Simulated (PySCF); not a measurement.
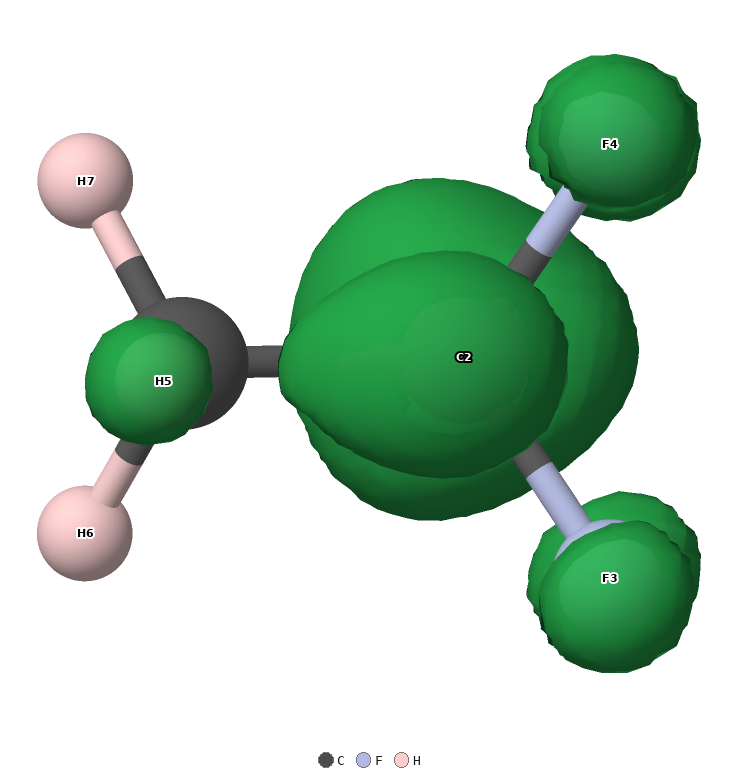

*C₂H₃F₂ (doublet). Isosurfaces of the spin density at +0.05 (green) and −0.05 e/Å³ (red), seen across its widest extent.*

Geometry: GFN2-xTB.

Computed with PySCF 2.14.0, density-fitted response routines, UKS B3LYP, pcH-1 on C F H, non-relativistic, mean-field spin-orbit, GIAO.

| atom | x (Å) | y (Å) | z (Å) |
| --- | --- | --- | --- |
| C | -0.6470 | -0.1532 | -0.0433 |
| C | 0.7884 | 0.1387 | -0.2380 |
| F | 1.6843 | -0.7001 | 0.3041 |
| F | 1.2077 | 1.4014 | -0.0651 |
| H | -0.9435 | -0.0423 | 1.0076 |
| H | -0.8493 | -1.1760 | -0.3510 |
| H | -1.2372 | 0.5364 | -0.6414 |

### Where is the unpaired spin?

The unpaired spin (1 electron) lies mostly on C2 (about 0.7), F3 (about 0.1) and F4 (about 0.1), in electrons by Hirshfeld's partition.
